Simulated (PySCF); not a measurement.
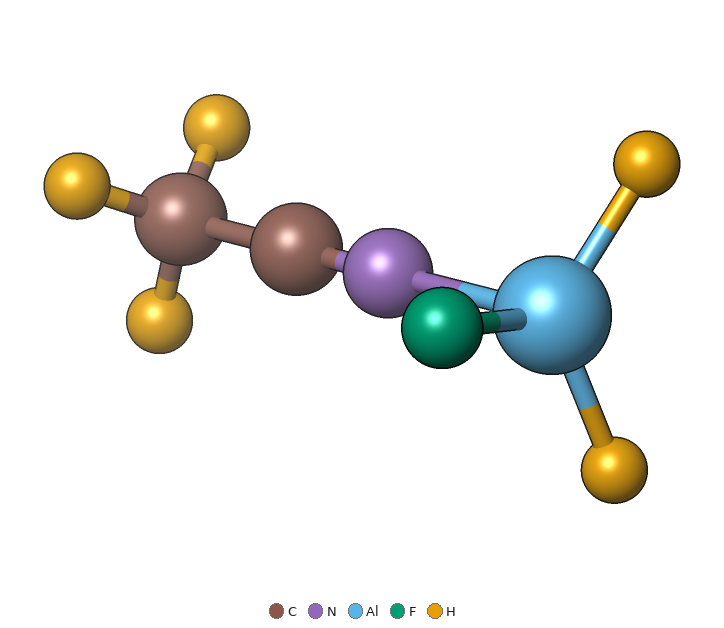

A ball-and-stick model of a molecule.

**Give the formula.**

C₂H₅AlFN, 10 atoms: 2 carbon, 5 hydrogen, 1 aluminium, 1 fluorine and 1 nitrogen.

**Count the bonded pairs by element.**

3 C–H, 2 Al–H, 1 C–C, 1 C–N, 1 Al–N, 1 Al–F.

The parts below concern this one geometry. Atoms keep their numbers from picture to picture. Computed geometry: PBE0-D3(BJ)/def2-SVP optimisation. No frequency run is at hand to confirm it as a minimum.

## Shape

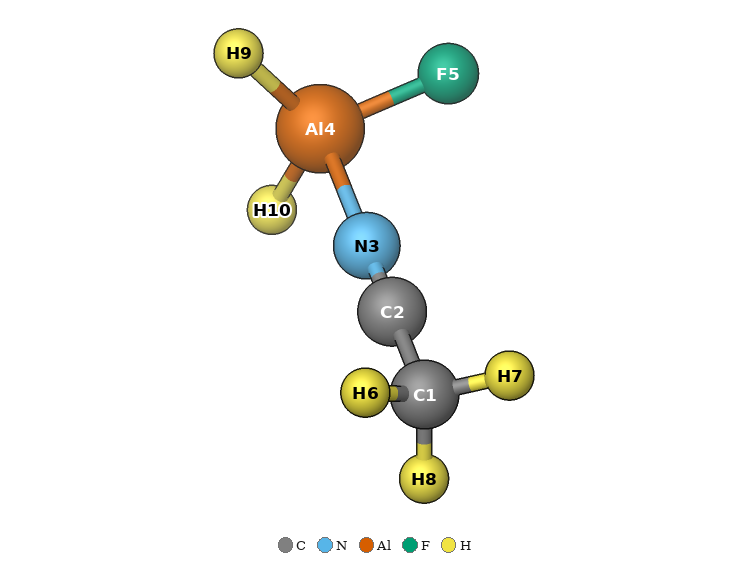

Numbered structure. No frequency run is at hand to confirm it as a minimum.

**Describe the coordination of atom 1.**

C1 has 4 neighbours (C2 at 1.45, H6 at 1.10, H7 at 1.10, H8 at 1.10 Å); the arrangement is tetrahedral.

**Describe the coordination of atom 4.**

Al4 has 4 neighbours (N3 at 2.04, F5 at 1.69, H9 at 1.60, H10 at 1.60 Å); the arrangement is tetrahedral.

**How are the neighbours of atom 3 arranged?**

N3 has 2 neighbours (C2 at 1.15, Al4 at 2.04 Å); the arrangement is linear.

**How are the neighbours of atom 2 arranged?**

C2 has 2 neighbours (C1 at 1.45, N3 at 1.15 Å); the arrangement is linear.

## Dipole moment

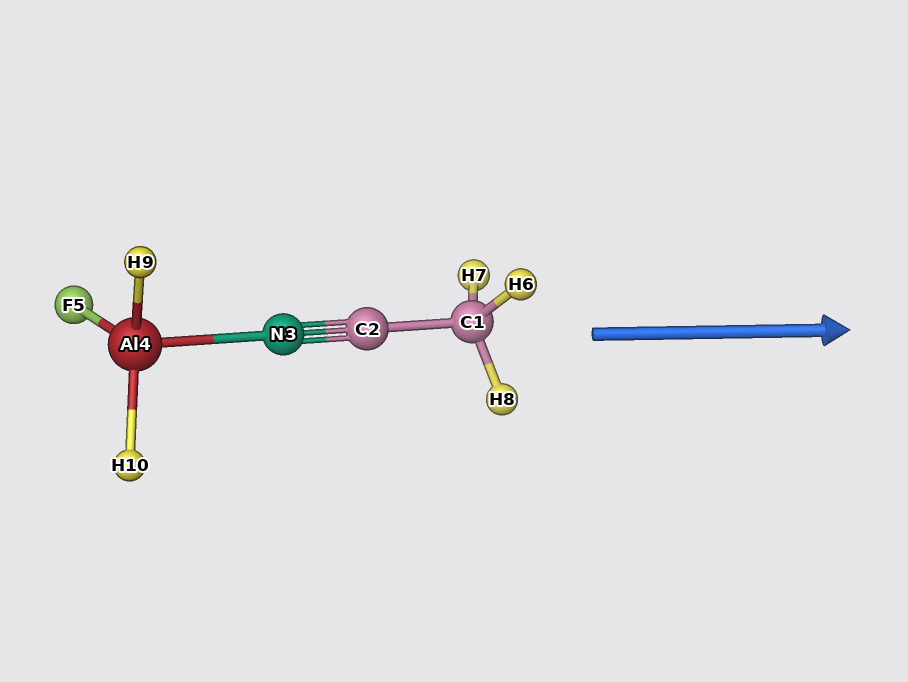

The arrow beside the molecule shows the direction of the dipole moment, from the negative to the positive end (its length means nothing). No frequency run is at hand to confirm it as a minimum. Properties computed with PBE0/cc-pVDZ, gas phase (PySCF 2.14.0).

**Estimate the dipole moment.**

8.79 D; it points from the side of F5 to the side of H6, H8 (the outermost atoms at the two ends).

## NMR shielding

The questions are on isotropic NMR shieldings of the H atoms. No frequency run is at hand to confirm it as a minimum. Properties computed with GIAO mPW1PW91/pcSseg-2 NMR shielding, non-relativistic, gas phase (PySCF 2.14.0).

**Which H atom is the most shielded (lowest chemical shift)?**

H6 (29.13 ppm).

**Which H atom is the least shielded (highest chemical shift)?**

H9, H10 (27.31 to 27.32 ppm).

**How wide is the range of H shifts?**

1.82 ppm.

Give the isotropic NMR shieldings of the H atoms atom by atom.

| atom | σ (ppm) |
| --- | --- |
| H6 | 29.13 |
| H7 | 29.05 |
| H8 | 29.12 |
| H9 | 27.31 |
| H10 | 27.32 |

## Charges

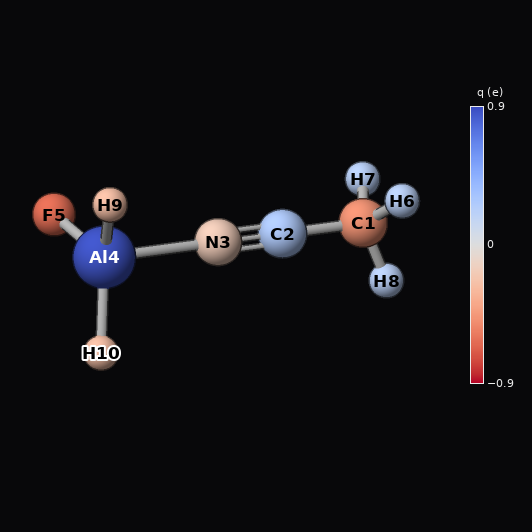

Atoms are coloured by their IAO charges. No frequency run is at hand to confirm it as a minimum. Method: PBE0/6-311+G(2d,p), gas phase (PySCF 2.14.0).

**Which atom carries the highest charge (most positive or least negative)?**

Al4 (0.85 e).

**And the lowest?**

F5 (−0.61 e).

Give the IAO charges atom by atom.

| atom | value (e) |
| --- | --- |
| C1 | −0.47 |
| C2 | 0.26 |
| N3 | −0.17 |
| Al4 | 0.85 |
| F5 | −0.61 |
| H6 | 0.21 |
| H7 | 0.21 |
| H8 | 0.21 |
| H9 | −0.25 |
| H10 | −0.25 |

## Quadrupole coupling

No frequency run is at hand to confirm it as a minimum. Electric field gradients from the ground-state density, PBE0/cc-pVTZ (PySCF 2.14.0), non-relativistic apart from any core potentials.

Give the largest field-gradient component, the quadrupole coupling constant and the asymmetry for 14N at N3 (Q = 20.44 mb), 27Al at Al4 (Q = 146.6 mb), 2H at H6 (Q = 2.86 mb), 2H at H7 (Q = 2.86 mb).

| atom | V_zz (a.u.) | e²qQ/h (MHz) | η |
| --- | --- | --- | --- |
| N3 | −0.627 | −3.01 | 0.02 |
| Al4 | 0.799 | 27.5 | 0.45 |
| H6 | 0.271 | 0.182 | 0.04 |
| H7 | 0.271 | 0.182 | 0.04 |
